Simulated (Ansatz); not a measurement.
# SnTe (SMILES [Sn][Te]) at HF/def2-TZVPPD (core potential)

Aim: the vertical ionisation energy of SnTe at HF/def2-TZVPPD (core potential), from 2 runs. 

Program for the calculation: Ansatz 0.2.0.

18 further runs of the same task are left out: 18 set aside as unsound or not needed.

### 1 The structure to begin with

The species is SnTe (2 atoms), meant as a singlet with charge 0. As SMILES, `[Sn][Te]`. The shape is that of a PBE0-D4/def2-TZVP optimisation.

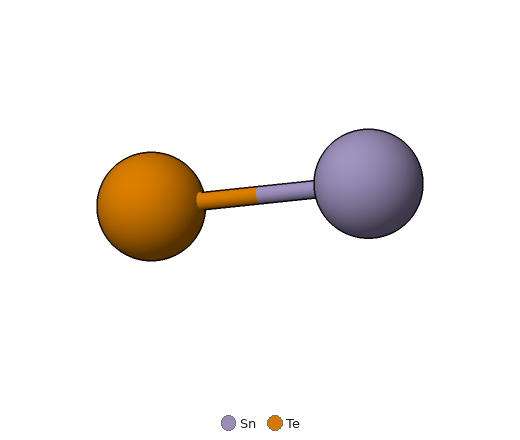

The structure, seen from a chosen angle (tin purple, tellurium orange).

### 2 A single-point energy at HF/def2-TZVPPD (core potential)

Input file run.yaml:

```yaml
crystal:
  periodic: [false, false, false]
  atoms:
    - {symbol: Sn, position_ang: [0.000000, 0.000000, 0.009440]}
    - {symbol: Te, position_ang: [-0.000000, -0.000000, 2.527330]}
basis:
  gaussian:
    orbitals: def2-TZVPPD.json
hamiltonian:
  xc: hf
accuracy: high
output:
  orbitals: {seedname: orbitals}
```

The basis set def2-TZVPPD is read from a file made from the Basis Set Exchange's data (not shown).

Launch:

```
$ ansatz run run.yaml --threads 1 --pin off --max-ram 3480MiB --events-out events.jsonl --progress --plain --runs-dir runs
```

The program printed:

```text
Warning: RAYON_NUM_THREADS=1 ignored (pool sized by the plan → 1); use --threads N
Functional definition: HF
  name "HF"
  exchange = exact_x
  correlation = 0
2004 factors; integrals over basis functions are off by at most 2.3e-9 eV
mean field evaluation 1: about -13071.3910 eV, gradient 1.6e1 eV
mean field evaluation 2: about -13071.4087 eV, gradient 1.6e1 eV
mean field evaluation 4: about -13072.7137 eV, gradient 1.7e0 eV
mean field evaluation 8: about -13072.7328 eV, gradient 3.0e-1 eV
mean field evaluation 16: about -13072.7332 eV, gradient 1.4e-8 eV
mean field -13072.73317380 eV, -480.4140831203 hartree, gradient 1.5e-8 eV, S^2 0.000000; 0 other end points of the search recorded, 0 dependent functions left out
reference -13072.73317380 eV, -480.4140831203 hartree; 23, 23 occupied and 92, 92 virtual orbitals, 2004 factors
Total energy: -13072.73317380 eV, -480.4140831203 hartree
```

Wall time 6.3 s (1 thread of Arm Neoverse V1, shared host); peak memory 0.33 GiB.

### 3 The doublet cation

Input file in.yaml:

```yaml
crystal:
  periodic: [false, false, false]
  atoms:
    - {symbol: Sn, position_ang: [0.000000, 0.000000, 0.009440]}
    - {symbol: Te, position_ang: [-0.000000, -0.000000, 2.527330]}
basis:
  gaussian: {orbitals: def2-TZVPPD.json}
total_charge: 1
magnetization: {spin_polarized: true, initial_magnetization: 1}
hamiltonian: {xc: hf}
accuracy: high
output: {orbitals: {seedname: orbitals}}
```

The basis set def2-TZVPPD is read from a file made from the Basis Set Exchange's data (not shown).

Launch:

```
$ ansatz run in.yaml --threads 1 --pin off --max-ram 3480MiB --events-out events.jsonl --progress --plain --runs-dir runs
```

The program printed (excerpt; [...] marks lines left out):

```text
Warning: RAYON_NUM_THREADS=1 ignored (pool sized by the plan → 1); use --threads N
Functional definition: HF
  name "HF"
[...]
2004 factors; integrals over basis functions are off by at most 2.3e-9 eV
[...]
mean field -13065.29818978 eV, -480.1408524972 hartree, gradient 1.4e-8 eV, S^2 0.767539; 7 other end points of the search recorded, 0 dependent functions left out
reference -13065.29818978 eV, -480.1408524972 hartree; 23, 22 occupied and 92, 93 virtual orbitals, 2004 factors
Total energy: -13065.29818978 eV, -480.1408524972 hartree
```

It took 37 s on 1 thread of Arm Neoverse V1, shared host; peak memory 0.52 GiB.

### 4 Results

At HF/def2-TZVPPD (core potential):

```
                                          quantity          value
                        singlet SnTe: total energy  -480.41408 Eh
                         singlet SnTe: HOMO energy       -8.44 eV
                         singlet SnTe: LUMO energy       -0.21 eV
                       singlet SnTe: HOMO–LUMO gap        8.23 eV
                      doublet cation: total energy  -480.14085 Eh
doublet cation: HOMO energy (highest over α and β)      -14.24 eV
 doublet cation: LUMO energy (lowest over α and β)       -6.87 eV
                              doublet cation: ⟨S²⟩          0.768
vertical ionisation energy (to the doublet cation)       7.435 eV
```

In words: Removing an electron at fixed nuclei costs 7.43 eV (171 kcal/mol). The negative HOMO energy of the first species, 8.44 eV, lies 1.00 eV above that difference.
